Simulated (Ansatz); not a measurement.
## Geometry relaxation, with input and output: Si2H3O (charge +1)

The run: geometry relaxation of Si2H3O, charge +1, SMILES O=[SiH][SiH2+]. Method and program: RKS PBE0-D4/def2-TZVP (Ansatz 0.2.0).

Figures and captions count atoms from 1; the log counts them from 0 in places.

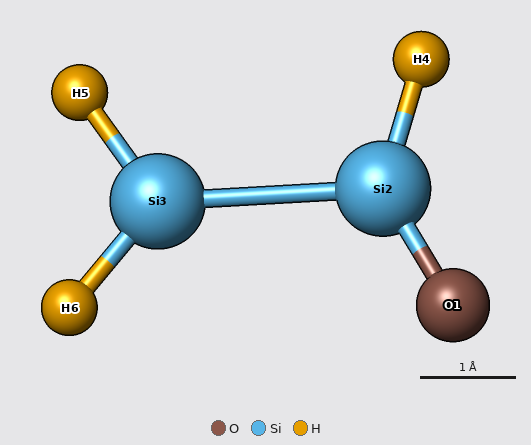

*The input geometry (ball-and-stick view, seen at a tilt; atoms are numbered from 1 in the order of the input).*

## Key numbers

| quantity | value |
| --- | --- |
| outcome | converged |
| total energy | −17835.5106 eV |
| mean-field energy | −17835.4248 eV |
| dispersion energy | −0.0858 eV |
| SCF solution under orbital rotations | stable |
| largest force (length of the vector) at the end | 0.003 eV/Å |
| hardware | 2 threads of Arm Neoverse V2, 23 GiB of memory available, shared host |
| wall time | 31 s (CPU time 59 s) |
| peak memory | 0.21 GiB |

## Input
```yaml
crystal:
  periodic: [false, false, false]
  atoms:
    - {symbol: O, position_ang: [-0.778090, -1.846910, 1.353220]}
    - {symbol: Si, position_ang: [-0.323280, -1.254390, 0.055450]}
    - {symbol: Si, position_ang: [0.259310, 1.061180, 0.014210]}
    - {symbol: H, position_ang: [-0.133530, -1.780660, -1.292300]}
    - {symbol: H, position_ang: [0.715140, 1.745370, -1.208280]}
    - {symbol: H, position_ang: [0.260450, 2.075410, 1.077710]}
basis:
  gaussian: {orbitals: def2-TZVP}
total_charge: 1
hamiltonian: {xc: pbe0, dispersion: d4}
relax: {f_tol: 0.005, max_steps: 200}
```

Launch command:
```bash
ansatz run in.yaml --threads 2 --pin off --events-out ev --progress --plain --max-ram 4352MiB
```

## Log
```
Functional definition: PBE0
  name "PBE0"
  cite "Adamo & Barone, J. Chem. Phys. 110, 6158 (1999) doi:10.1063/1.478522"
  cite "Perdew, Burke & Ernzerhof, Phys. Rev. Lett. 77, 3865 (1996) doi:10.1103/PhysRevLett.77.3865"
  parent pbe
  parameter a = 0.25
  parameter kappa = 0.804
  parameter beta = 0.06672455060314922
  exchange = (1 - a)*pbe_x(kappa = kappa, mu = beta*pi^2/3) + a*exact_x
  correlation = pbe_c(beta = beta)
819 factors; their error is unknown
mean field evaluation 1: about -17815.5512 eV, gradient 9.9e1 eV
mean field evaluation 2: about -17578.8063 eV, gradient 2.0e2 eV
mean field evaluation 4: about -17832.4141 eV, gradient 2.2e1 eV
mean field evaluation 8: about -17833.3396 eV, gradient 1.3e-1 eV
mean field evaluation 16: about -17833.4114 eV, gradient 1.5e-4 eV
mean field -17833.41138455 eV, -655.3657804617 hartree, gradient 5.1e-5 eV, S^2 0.000000; 0 other end points of the search recorded, 0 dependent functions left out
the calculation of the forces begins
reference -17833.41141583 eV, -655.3657816115 hartree; 19, 19 occupied and 104, 104 virtual orbitals, 819 factors
relax step   1: F+E_penalty+E_count = -17833.50186915 eV  Δ(F+E_penalty+E_count) = +0.000e0 eV  max|allowed force component| = 7.451e-1 eV/Å  Δτ_max = 0.0000 Å  (27 SCF iters, accepted)
these checks for a lower state are left out or cut short: starts, cluster_reference, orbital_swaps, neighbouring_geometries, increment
819 factors; their error is unknown
mean field -17833.49807891 eV, -655.3689664209 hartree, gradient 1.3e-5 eV, S^2 0.000000; 0 other end points of the search recorded, 0 dependent functions left out
[... from here on the field's lines of each further geometry are left out, up to the last ...]
relax step   2: F+E_penalty+E_count = -17833.58912314 eV  Δ(F+E_penalty+E_count) = -8.725e-2 eV  max|allowed force component| = 3.264e-1 eV/Å  Δτ_max = 0.1856 Å  (34 SCF iters, accepted)
relax step   3: F+E_penalty+E_count = -17833.62043089 eV  Δ(F+E_penalty+E_count) = -3.131e-2 eV  max|allowed force component| = 3.219e-1 eV/Å  Δτ_max = 0.1045 Å  (29 SCF iters, accepted)
relax step   4: F+E_penalty+E_count = -17833.63800079 eV  Δ(F+E_penalty+E_count) = -1.757e-2 eV  max|allowed force component| = 3.301e-1 eV/Å  Δτ_max = 0.0975 Å  (29 SCF iters, accepted)
relax step   5: F+E_penalty+E_count = -17833.64410195 eV  Δ(F+E_penalty+E_count) = -6.101e-3 eV  max|allowed force component| = 3.190e-1 eV/Å  Δτ_max = 0.1085 Å  (30 SCF iters, accepted)
relax step   6: F+E_penalty+E_count = -17833.64895678 eV  Δ(F+E_penalty+E_count) = -4.855e-3 eV  max|allowed force component| = 3.149e-2 eV/Å  Δτ_max = 0.0297 Å  (31 SCF iters, accepted)
relax step   7: F+E_penalty+E_count = -17833.64966056 eV  Δ(F+E_penalty+E_count) = -7.038e-4 eV  max|allowed force component| = 2.157e-2 eV/Å  Δτ_max = 0.0367 Å  (30 SCF iters, accepted)
relax step   8: F+E_penalty+E_count = -17833.66792738 eV  Δ(F+E_penalty+E_count) = -1.827e-2 eV  max|allowed force component| = 5.086e-1 eV/Å  Δτ_max = 0.2000 Å  (36 SCF iters, accepted)
relax step   9: F+E_penalty+E_count = -17833.70416040 eV  Δ(F+E_penalty+E_count) = -3.623e-2 eV  max|allowed force component| = 4.855e-1 eV/Å  Δτ_max = 0.1522 Å  (36 SCF iters, accepted)
relax step  10: F+E_penalty+E_count = -17833.77874010 eV  Δ(F+E_penalty+E_count) = -7.458e-2 eV  max|allowed force component| = 9.619e-1 eV/Å  Δτ_max = 0.1951 Å  (34 SCF iters, accepted)
relax step  11: F+E_penalty+E_count = -17833.89418513 eV  Δ(F+E_penalty+E_count) = -1.154e-1 eV  max|allowed force component| = 1.015e0 eV/Å  Δτ_max = 0.1961 Å  (34 SCF iters, accepted)
relax step  12: F+E_penalty+E_count = -17834.08607260 eV  Δ(F+E_penalty+E_count) = -1.919e-1 eV  max|allowed force component| = 7.651e-1 eV/Å  Δτ_max = 0.1948 Å  (35 SCF iters, accepted)
relax step  13: F+E_penalty+E_count = -17834.35660159 eV  Δ(F+E_penalty+E_count) = -2.705e-1 eV  max|allowed force component| = 7.266e-1 eV/Å  Δτ_max = 0.1946 Å  (35 SCF iters, accepted)
relax step  14: F+E_penalty+E_count = -17834.70942121 eV  Δ(F+E_penalty+E_count) = -3.528e-1 eV  max|allowed force component| = 1.070e0 eV/Å  Δτ_max = 0.1946 Å  (35 SCF iters, accepted)
relax step  15: F+E_penalty+E_count = -17835.03664621 eV  Δ(F+E_penalty+E_count) = -3.272e-1 eV  max|allowed force component| = 1.266e0 eV/Å  Δτ_max = 0.1927 Å  (34 SCF iters, accepted)
relax step  16: F+E_penalty+E_count = -17835.34026449 eV  Δ(F+E_penalty+E_count) = -3.036e-1 eV  max|allowed force component| = 1.237e0 eV/Å  Δτ_max = 0.1963 Å  (34 SCF iters, accepted)
relax step  17: F+E_penalty+E_count = -17835.47254118 eV  Δ(F+E_penalty+E_count) = -1.323e-1 eV  max|allowed force component| = 5.745e-1 eV/Å  Δτ_max = 0.1662 Å  (29 SCF iters, accepted)
relax step  18: F+E_penalty+E_count = -17835.50393411 eV  Δ(F+E_penalty+E_count) = -3.139e-2 eV  max|allowed force component| = 4.925e-1 eV/Å  Δτ_max = 0.0689 Å  (29 SCF iters, accepted)
relax step  19: F+E_penalty+E_count = -17835.50713178 eV  Δ(F+E_penalty+E_count) = -3.198e-3 eV  max|allowed force component| = 2.044e-1 eV/Å  Δτ_max = 0.0176 Å  (29 SCF iters, accepted)
relax step  20: F+E_penalty+E_count = -17835.50947872 eV  Δ(F+E_penalty+E_count) = -2.347e-3 eV  max|allowed force component| = 7.706e-2 eV/Å  Δτ_max = 0.0328 Å  (29 SCF iters, accepted)
relax step  21: F+E_penalty+E_count = -17835.51049617 eV  Δ(F+E_penalty+E_count) = -1.017e-3 eV  max|allowed force component| = 2.507e-2 eV/Å  Δτ_max = 0.0110 Å  (31 SCF iters, accepted)
the calculation of the forces begins
reference -17835.42483365 eV, -655.4397733515 hartree; 19, 19 occupied and 104, 104 virtual orbitals, 819 factors
relax step  22: F+E_penalty+E_count = -17835.51059688 eV  Δ(F+E_penalty+E_count) = -1.007e-4 eV  max|allowed force component| = 2.894e-3 eV/Å  Δτ_max = 0.0030 Å  (23 SCF iters, accepted)
819 factors; their error is unknown
mean field evaluation 192: about -17835.4248 eV, gradient 4.6e-5 eV
```

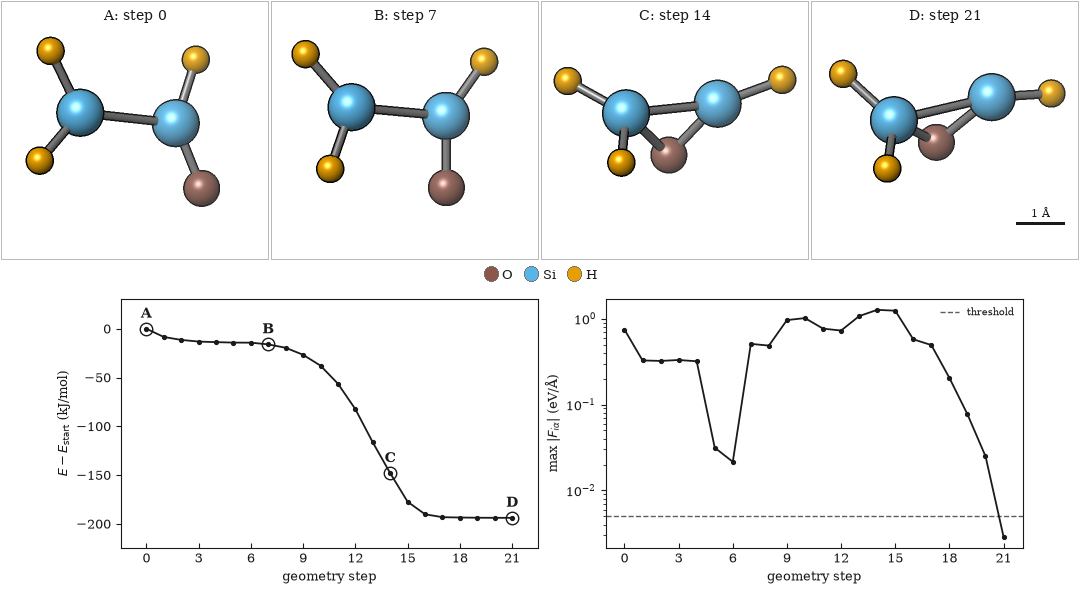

*Frames of the relaxation (ball-and-stick view, seen at a tilt) above the curves, on which the letters mark them (the first geometry is step 0 here and step 1 in the log).*

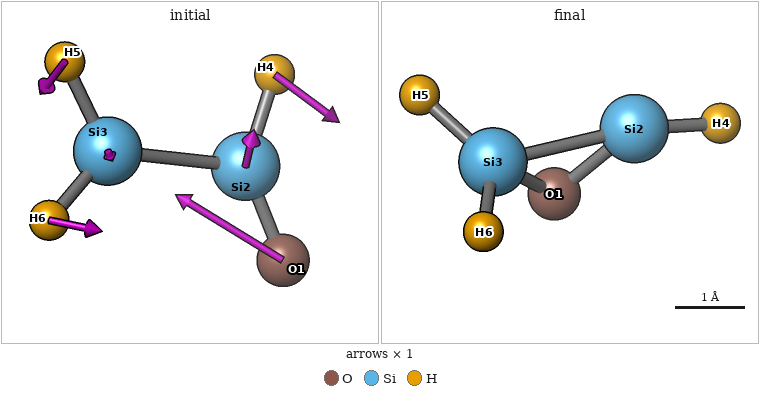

*Before (left) and after (right) the relaxation, at one scale (ball-and-stick view, seen at a tilt). The pink arrows give the displacements, at true length.*

Over 21 geometry steps the energy falls by 193.8 kJ/mol. Largest force component: 0.75 eV/Å at the start, 0.0029 eV/Å at the end. The atom that moves furthest after the best rigid fit is O1 (1.86 Å). Largest moves by element: O 1.86 Å, H 1.20 Å, Si 0.70 Å. Distances before and after: O1–Si3 3.365 → 1.703 Å, Si2–Si3 2.388 → 2.246 Å, O1–Si2 1.497 → 1.635 Å, Si2–H4 1.459 → 1.486 Å. New bonds form: O1–Si3 (3.37 → 1.70 Å). Among the angles that change: O1–Si2–Si3 118.2° → 49.0°, Si3–Si2–H4 107.6° → 164.5°, O1–Si2–H4 134.2° → 115.5°. (Atoms are counted from 1 in the order of the input.)

```
mean field -17835.42480308 eV, -655.4397722281 hartree, gradient 1.5e-5 eV, S^2 0.000000; 1 other end points of the search recorded, 0 dependent functions left out
the calculation of the forces begins
reference -17835.42483365 eV, -655.4397733515 hartree; 19, 19 occupied and 104, 104 virtual orbitals, 819 factors
Total energy: -17835.51062745 eV, -655.4429262153 hartree
Atom 0 at    -0.904447    -0.382012     0.399696 Å, force     0.000041     0.000379    -0.000826 eV/Å
Atom 1 at     0.207614    -1.204054    -0.472834 Å, force     0.000987     0.000596    -0.000025 eV/Å
Atom 2 at     0.148027     0.940278     0.193335 Å, force     0.001302     0.002894     0.000581 eV/Å
Atom 3 at    -0.103568    -2.636577    -0.718665 Å, force    -0.000826    -0.000049     0.000259 eV/Å
Atom 4 at    -0.282477     1.958348    -0.775669 Å, force    -0.000880    -0.002471     0.000483 eV/Å
Atom 5 at     0.934851     1.324018     1.374146 Å, force    -0.000623    -0.001349    -0.000472 eV/Å
Dipole moment:     0.357623    -0.105895    -0.233957 e Å
```

## Trajectory as extended XYZ (Å, eV, eV/Å), 17 of the 22 frames kept, from step=1 to step=22
```
6
Properties=species:S:1:pos:R:3:forces:R:3 step=1 energy=-17833.50187
O    -0.7781   -1.8469    1.3532   -0.1965  -0.0779   0.7451
Si   -0.3233   -1.2544    0.0554    0.1321   0.0244  -0.5280
Si    0.2593    1.0612    0.0142    0.1401   0.5696   0.0001
H    -0.1335   -1.7807   -1.2923    0.0248  -0.2127  -0.3264
H     0.7151    1.7454   -1.2083    0.0345  -0.1500  -0.3054
H     0.2605    2.0754    1.0777   -0.1351  -0.1534   0.4145
6
Properties=species:S:1:pos:R:3:forces:R:3 step=2 energy=-17833.58912
O    -0.7383   -1.6666    1.3721    0.0665   0.0846  -0.1913
Si   -0.3030   -1.2432   -0.0169   -0.0551   0.0938   0.3264
Si    0.2707    1.1054    0.0120   -0.0291  -0.2156  -0.0950
H    -0.1569   -1.9122   -1.3302   -0.0017   0.0192   0.0296
H     0.7221    1.7329   -1.2526    0.0268   0.2111   0.1042
H     0.2055    1.9837    1.2156   -0.0074  -0.1930  -0.1738
6
Properties=species:S:1:pos:R:3:forces:R:3 step=4 energy=-17833.63800
O    -0.7101   -1.5247    1.3987    0.1065   0.1144  -0.3301
Si   -0.2989   -1.2465   -0.0373   -0.0476  -0.0375   0.1609
Si    0.2842    1.0802   -0.0705    0.0150   0.0985   0.0387
H    -0.1926   -2.0275   -1.2966   -0.0195   0.0452   0.1303
H     0.7570    1.9126   -1.2168   -0.0647  -0.1112   0.1577
H     0.1603    1.8059    1.2226    0.0104  -0.1094  -0.1576
6
Properties=species:S:1:pos:R:3:forces:R:3 step=5 energy=-17833.64410
O    -0.6825   -1.4215    1.3799   -0.0844  -0.0671   0.2753
Si   -0.2889   -1.2343   -0.0663    0.0902   0.1524  -0.2138
Si    0.2832    1.0714   -0.0755   -0.0708  -0.3190  -0.0215
H    -0.2035   -2.0655   -1.2816   -0.0057  -0.0585  -0.0363
H     0.7475    1.9163   -1.1822    0.0862   0.1945  -0.1746
H     0.1442    1.7336    1.2256   -0.0155   0.0978   0.1709
6
Properties=species:S:1:pos:R:3:forces:R:3 step=6 energy=-17833.64896
O    -0.6856   -1.4109    1.3815    0.0021  -0.0032  -0.0173
Si   -0.2843   -1.2360   -0.0697    0.0004   0.0315   0.0132
Si    0.2897    1.0664   -0.0835   -0.0181  -0.0223   0.0001
H    -0.2099   -2.0861   -1.2763    0.0030  -0.0100   0.0045
H     0.7495    1.9458   -1.1842    0.0032   0.0062   0.0020
H     0.1406    1.7207    1.2322    0.0094  -0.0021  -0.0025
6
Properties=species:S:1:pos:R:3:forces:R:3 step=8 energy=-17833.66793
O    -0.8773   -1.3026    1.3094    0.1856   0.1036  -0.5086
Si   -0.2442   -1.2381   -0.0783   -0.2071  -0.0952   0.3862
Si    0.3525    1.0432   -0.0806   -0.0422   0.1441   0.0973
H    -0.0984   -2.1569   -1.2298    0.0398   0.0176   0.0512
H     0.5494    2.0109   -1.1956   -0.0591  -0.1081   0.0749
H     0.3181    1.6435    1.2749    0.0830  -0.0620  -0.1011
6
Properties=species:S:1:pos:R:3:forces:R:3 step=9 energy=-17833.70416
O    -0.9986   -1.2415    1.2408    0.2585   0.1184  -0.4855
Si   -0.2190   -1.2454   -0.0734   -0.3086   0.0826   0.3029
Si    0.3581    1.0377   -0.0674    0.0646  -0.0170   0.1412
H    -0.0212   -2.1797   -1.2020    0.0681  -0.0499   0.0617
H     0.4247    2.0119   -1.1929   -0.1225  -0.0889   0.1132
H     0.4559    1.6171    1.2949    0.0399  -0.0452  -0.1335
6
Properties=species:S:1:pos:R:3:forces:R:3 step=10 energy=-17833.77874
O    -1.1008   -1.1047    1.1463    0.6032   0.1486  -0.9619
Si   -0.2040   -1.2395   -0.1012   -0.4996   0.1365   0.6425
Si    0.3843    1.0138   -0.0511   -0.0524  -0.0454   0.1483
H     0.0608   -2.2453   -1.1550    0.0101  -0.0581   0.1174
H     0.2686    2.0173   -1.1509   -0.1264  -0.1354   0.1843
H     0.5911    1.5583    1.3119    0.0652  -0.0462  -0.1307
6
Properties=species:S:1:pos:R:3:forces:R:3 step=11 energy=-17833.89419
O    -1.1695   -0.9624    1.0302    0.8200   0.1986  -1.0148
Si   -0.1691   -1.2423   -0.1193   -0.5555   0.2784   0.5285
Si    0.4091    0.9861   -0.0347   -0.2666  -0.0660   0.2502
H     0.1083   -2.3073   -1.1074   -0.0037  -0.1283   0.1455
H     0.1258    2.0110   -1.0871   -0.0946  -0.2198   0.2089
H     0.6954    1.5150    1.3184    0.1003  -0.0629  -0.1184
6
Properties=species:S:1:pos:R:3:forces:R:3 step=13 energy=-17834.35660
O    -1.1591   -0.6542    0.7947    0.6670   0.6836  -0.6422
Si   -0.1115   -1.2316   -0.1974    0.1834   0.1010  -0.2299
Si    0.3800    0.9398    0.0117   -0.7266  -0.3479   0.6395
H     0.1402   -2.4528   -0.9987   -0.1518  -0.1466   0.2377
H    -0.0726    1.9827   -0.9479   -0.1150  -0.2199   0.1169
H     0.8230    1.4161    1.3378    0.1431  -0.0702  -0.1220
6
Properties=species:S:1:pos:R:3:forces:R:3 step=14 energy=-17834.70942
O    -1.1214   -0.5097    0.6700    0.7264   0.8541  -0.5384
Si   -0.0736   -1.2251   -0.2446    0.4738  -0.0188  -0.4557
Si    0.3485    0.9235    0.0428   -1.0698  -0.4679   0.7895
H     0.1366   -2.5228   -0.9359   -0.2571  -0.1086   0.2808
H    -0.1619    1.9665   -0.8825   -0.0302  -0.2180   0.0775
H     0.8718    1.3676    1.3501    0.1570  -0.0409  -0.1537
6
Properties=species:S:1:pos:R:3:forces:R:3 step=15 energy=-17835.03665
O    -1.1002   -0.3906    0.5201    0.8429   0.7155  -0.3409
Si   -0.0383   -1.2092   -0.3131    0.5642  -0.2124  -0.5048
Si    0.3085    0.9255    0.0601   -1.2659  -0.4676   0.8098
H     0.1470   -2.6062   -0.8195   -0.3652   0.1428   0.2740
H    -0.2616    1.9937   -0.7956    0.1598  -0.1998   0.0126
H     0.9446    1.2869    1.3481    0.0642   0.0214  -0.2507
6
Properties=species:S:1:pos:R:3:forces:R:3 step=17 energy=-17835.47254
O    -0.9081   -0.3592    0.4238   -0.2692  -0.1819   0.0992
Si    0.1590   -1.2144   -0.4411    0.2350  -0.5745  -0.3155
Si    0.1988    0.9223    0.1725   -0.0089   0.4550   0.3611
H    -0.0879   -2.6737   -0.7777   -0.0114   0.5161   0.2026
H    -0.2807    1.9465   -0.7662    0.0715  -0.0230  -0.0971
H     0.9189    1.3785    1.3887   -0.0171  -0.1917  -0.2503
6
Properties=species:S:1:pos:R:3:forces:R:3 step=18 energy=-17835.50393
O    -0.9055   -0.3848    0.4100   -0.0318  -0.0527  -0.0008
Si    0.2028   -1.2000   -0.4658   -0.0057  -0.2454  -0.0656
Si    0.1618    0.9218    0.1863    0.0335   0.4925   0.2140
H    -0.1061   -2.6250   -0.7325    0.0162  -0.0621  -0.0142
H    -0.2811    1.9440   -0.7746    0.0183  -0.0335  -0.0234
H     0.9281    1.3440    1.3766   -0.0304  -0.0987  -0.1100
6
Properties=species:S:1:pos:R:3:forces:R:3 step=19 energy=-17835.50713
O    -0.8928   -0.3884    0.3998   -0.2044   0.0561   0.1264
Si    0.2062   -1.2139   -0.4737    0.1865   0.0941  -0.0716
Si    0.1537    0.9357    0.1937    0.0926   0.1493   0.0460
H    -0.1148   -2.6366   -0.7264   -0.0217  -0.1115  -0.0120
H    -0.2832    1.9574   -0.7774    0.0274  -0.0922   0.0554
H     0.9309    1.3458    1.3842   -0.0804  -0.0957  -0.1442
6
Properties=species:S:1:pos:R:3:forces:R:3 step=21 energy=-17835.51050
O    -0.9069   -0.3833    0.3996    0.0068   0.0135   0.0024
Si    0.2064   -1.2045   -0.4720    0.0040  -0.0041  -0.0041
Si    0.1464    0.9391    0.1939    0.0133   0.0251  -0.0014
H    -0.1018   -2.6373   -0.7193   -0.0033  -0.0011   0.0009
H    -0.2805    1.9601   -0.7745   -0.0073  -0.0181   0.0046
H     0.9364    1.3259    1.3724   -0.0135  -0.0153  -0.0026
6
Properties=species:S:1:pos:R:3:forces:R:3 step=22 energy=-17835.51060
O    -0.9044   -0.3820    0.3997    0.0000   0.0004  -0.0008
Si    0.2076   -1.2041   -0.4728    0.0010   0.0006   0.0000
Si    0.1480    0.9403    0.1933    0.0013   0.0029   0.0006
H    -0.1036   -2.6366   -0.7187   -0.0008   0.0000   0.0003
H    -0.2825    1.9583   -0.7757   -0.0009  -0.0025   0.0005
H     0.9349    1.3240    1.3741   -0.0006  -0.0013  -0.0005
```
